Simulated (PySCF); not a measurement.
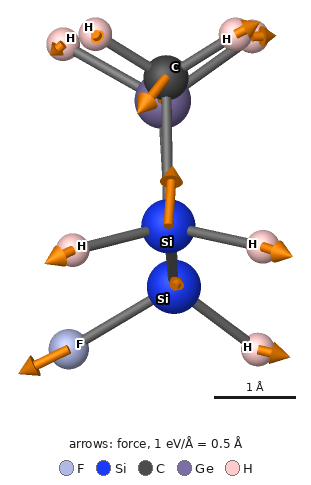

Starting geometry of CH₇FGeSi₂ with the computed forces as orange arrows. Style: ball-and-stick. Shown from a free direction.

The start comes from GFN2-xTB. Its atoms were then displaced at random by about 0.01 Å.

Theory: PBE0-D3(BJ)/def2-SVP geometry optimisation, gas phase (PySCF). 

### What follows when this structure is relaxed?

It isn't relaxed: the largest force vector, on a Si atom, is 1.81 eV/Å. The final displacements have little in common with the starting forces (cosine between the two patterns 0.02). An H atom moves most after the best rigid fit: 0.76 Å. Largest moves by element: H 0.76 Å, F 0.48 Å, C 0.30 Å, Ge 0.23 Å, Si 0.20 Å. Among the contacts that change: C–Si 1.971 → 1.905 Å, H–Si 1.449 → 1.496 Å, F–Si 1.602 → 1.632 Å, Ge–Si 2.368 → 2.396 Å. Bond angles that change, for instance: Si–Si–H 128.2° → 114.9°, Si–Ge–H 124.4° → 113.0°, F–Si–Ge 111.7° → 121.0°. Over 21 geometry steps the energy falls by 0.332 eV. The run took 3.1 min on 1 thread of Arm Neoverse V1, with other jobs on the host.
